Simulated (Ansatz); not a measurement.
# One shape, several levels: [GeH3]− (SMILES [GeH3-])

Wanted: a comparison of 5 runs (BHLYP/STO-3G, CAM-B3LYP/STO-3G, UMP2/STO-3G, BCCD(T)/STO-3G, CCSDT/STO-3G) of [GeH3]−. 

Program for the calculation: Ansatz 0.2.0.

3 further runs of the same task are left out: 2 that didn't finish, 1 set aside as unsound or not needed.

### Step 1. The system as given

[GeH3]−: 4 atoms, total charge -1, spin state singlet. SMILES: `[GeH3-]`. The H4–Ge1 distance was set to 2.197 Å, away from the relaxed value. At this shape a bond of the SMILES string is far longer than usual.

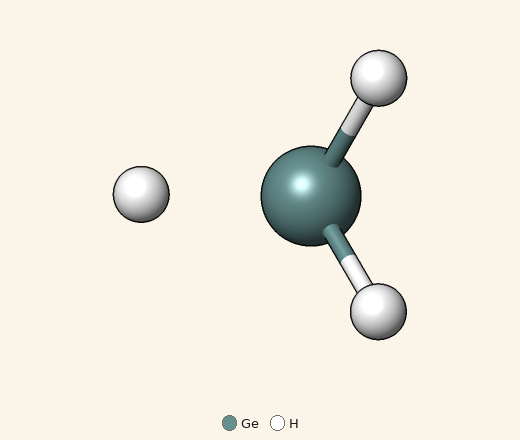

The structure, seen from a chosen angle (germanium teal, hydrogen white).

### Step 2. The energy at BHLYP/STO-3G (run 1)

input.yaml

```yaml
crystal:
  periodic: [false, false, false]
  atoms:
    - {symbol: Ge, position_ang: [0.701948, -0.646551, -0.515227]}
    - {symbol: H, position_ang: [1.168068, -0.217301, 1.116083]}
    - {symbol: H, position_ang: [-0.707832, -1.462181, 0.129093]}
    - {symbol: H, position_ang: [-0.463100, 1.211260, -0.649430]}
basis:
  gaussian:
    orbitals: STO-3G
total_charge: -1
hamiltonian:
  xc: {name: BHLYP}
accuracy: high
```

Run with:

```
$ ansatz run input.yaml --threads 1 --pin off --max-ram 2610MiB --events-out events.jsonl --progress --plain --runs-dir runs
```

Standard output:

```text
Warning: RAYON_NUM_THREADS=1 ignored (pool sized by the plan → 1); use --threads N
Functional definition: BHLYP
  name "BHLYP"
  parameter a = 0.5
  exchange = (1 - a)*b88_x + a*exact_x
  correlation = lyp_c
255 factors; integrals over basis functions are off by at most 1.2e-8 eV
mean field evaluation 1: about -55908.0519 eV, gradient 1.2e1 eV
mean field evaluation 2: about -55908.3684 eV, gradient 1.1e1 eV
mean field evaluation 4: about -55909.0321 eV, gradient 9.8e-2 eV
mean field evaluation 8: about -55909.0051 eV, gradient 1.5e-3 eV
mean field evaluation 16: about -55909.0051 eV, gradient 1.1e-7 eV
mean field -55909.00506533 eV, -2054.6180396660 hartree, gradient 3.0e-8 eV, S^2 0.000000; 0 other end points of the search recorded, 0 dependent functions left out
reference -55909.00508313 eV, -2054.6180403203 hartree; 18, 18 occupied and 3, 3 virtual orbitals, 255 factors
Total energy: -55909.00508313 eV, -2054.6180403203 hartree
```

It took 0.6 s on 1 thread of Intel Xeon Platinum 8559C (Emerald Rapids), shared host.

### Step 3. A single-point energy at CAM-B3LYP/STO-3G (run 2)

input.yaml: that of step 2 with these lines changed.

```diff
@@ -12,3 +12,3 @@
 hamiltonian:
-  xc: {name: BHLYP}
+  xc: {name: CAM-B3LYP}
 accuracy: high
```

Run with:

```
$ ansatz run input.yaml --threads 1 --pin off --max-ram 2610MiB --events-out events.jsonl --progress --plain --runs-dir runs
```

Standard output:

```text
Warning: RAYON_NUM_THREADS=1 ignored (pool sized by the plan → 1); use --threads N
Functional definition: CAM-B3LYP
  name "CAM-B3LYP"
  parameter alpha = 0.19
  parameter beta = 0.46
  parameter omega = 0.33/bohr
  parameter ac = 0.81
  exchange = (1 - alpha - beta)*b88_x + beta*b88_x_sr(omega) + alpha*exact_x + beta*exact_x_lr(omega)
  correlation = (1 - ac)*vwn5_c + ac*lyp_c
255 factors; integrals over basis functions are off by at most 1.2e-8 eV
97 factors; integrals over basis functions are off by at most 9.5e-10 eV
mean field evaluation 1: about -55907.1125 eV, gradient 1.5e1 eV
mean field evaluation 2: about -55907.3430 eV, gradient 1.5e1 eV
mean field evaluation 4: about -55908.4636 eV, gradient 1.6e-1 eV
mean field evaluation 8: about -55908.4217 eV, gradient 6.8e-3 eV
mean field evaluation 16: about -55908.4217 eV, gradient 6.8e-6 eV
mean field -55908.42171022 eV, -2054.5966017613 hartree, gradient 6.3e-8 eV, S^2 0.000000; 0 other end points of the search recorded, 0 dependent functions left out
reference -55908.42172282 eV, -2054.5966022244 hartree; 18, 18 occupied and 3, 3 virtual orbitals, 255 factors
Total energy: -55908.42172282 eV, -2054.5966022244 hartree
```

It took 0.66 s on 1 thread of Intel Xeon Platinum 8559C (Emerald Rapids), shared host.

Runs 3 to 4 aren't shown in full; the table further down has their settings and results.

### Step 4. A single-point energy at CCSDT/STO-3G (run 5)

in.yaml

```yaml
basis:
  gaussian:
    orbitals: STO-3G
crystal:
  periodic: [false, false, false]
  atoms:
    - {symbol: Ge, position_ang: [0.701948, -0.646551, -0.515227]}
    - {symbol: H, position_ang: [1.168068, -0.217301, 1.116083]}
    - {symbol: H, position_ang: [-0.707832, -1.462181, 0.129093]}
    - {symbol: H, position_ang: [-0.463100, 1.211260, -0.649430]}
total_charge: -1
correlation:
  method: ccsdt
  frozen_orbitals: {Ge: 9, H: 0}
accuracy: high
scf:
  omitted_lower_state_checks: [cluster_reference, increment]
```

Run with:

```
$ ansatz run in.yaml --threads 1 --pin off --max-ram 2610MiB --events-out events.jsonl --progress --plain --runs-dir runs
```

Standard output, cut to the lines that bear on the results:

```text
Warning: RAYON_NUM_THREADS=1 ignored (pool sized by the plan → 1); use --threads N
Functional definition: HF
  name "HF"
[...]
255 factors; integrals over basis functions are off by at most 1.2e-8 eV
[...]
mean field -55869.47076995 eV, -2053.1651811082 hartree, gradient 1.8e-8 eV, S^2 0.000000; 0 other end points of the search recorded, 0 dependent functions left out; unrestricted orbitals would lower it
9 core orbitals not correlated: weight in the atoms' cores, before any rotation towards them, 1.000 or more for the frozen orbitals, at most 0.000 for the correlated occupied ones
reference -55869.47076995 eV, -2053.1651811082 hartree; 9, 9 occupied and 3, 3 virtual orbitals, 255 factors
second order -1.47011018 eV of doubles, -0.00000000 eV of singles
cycle   1  -1.95047644 eV  change   -4.8e-1 eV  update   8.4e-2
[...]
cycle  25  -2.33163038 eV  change  -6.0e-10 eV  update   1.5e-9
Total energy: -55871.80240033 eV, -2053.2508669443 hartree
Checks for a lower state left out: cluster_reference, increment
```

Run time: 0.2 s. Hardware: 1 thread of Intel Xeon Platinum 8559C (Emerald Rapids), shared host.

### Step 5. All runs side by side

```csv
run,level,frozen core orbitals,energy (Eh),wall time
1,BHLYP/STO-3G,–,-2054.618040,0.6 s
2,CAM-B3LYP/STO-3G,–,-2054.596602,0.66 s
3,UMP2/STO-3G,9,-2053.212680,0.16 s
4,BCCD(T)/STO-3G,9,-2053.250698,0.16 s
5,CCSDT/STO-3G,9,-2053.250867,0.2 s
```

### Step 6. Summary of results

| quantity | value |
| --- | --- |
| run 5: total energy | -2053.25087 Eh |
| run 5: correlation energy (9 core orbitals frozen) | -85.7 mEh |
| run 5: T1 diagnostic | 0.015 |

In words: Totals of different functionals can't be ranked against each other. In runs 4, 5 the log says that unrestricted orbitals would lower the reference, so the values rest on an unstable closed-shell determinant (other closed-shell runs at this shape may share the fault). In runs 1, 2, 3, 4, 5 the basis is minimal, so the values are rough. Spin contamination of the reference: run 3 ⟨S²⟩ = 0.17. All runs together took 1.8 s, the longest 0.66 s.
